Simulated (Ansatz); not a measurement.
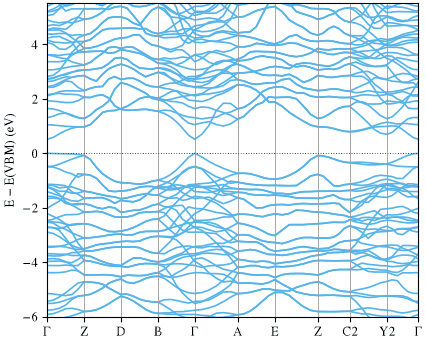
Figure: Band structure from plane-wave PAW r²SCAN (Ansatz code)

Problem. Read off the gap and where the band edges lie.

Solution. About 0.5 eV (0.52 eV by a search for the band edges); maximum at Γ, minimum at Γ.

The material is ZnAs$_{2}$ in space group P2_1/c (No. 14; Pearson symbol mP24).

The first step of the workflow began from a Materials Project structure, measured or hypothetical; the Crystallography Open Database files this formula in space group No. 14, but the cells were not matched. Whether it is the stable phase at ambient conditions was not checked. The cell was relaxed with r²SCAN under the symmetry of its start; its stability against distortions is not shown here. Spin–orbit coupling is left out wherever it is not named.

Potentials: the later of the program's two PAW sets.
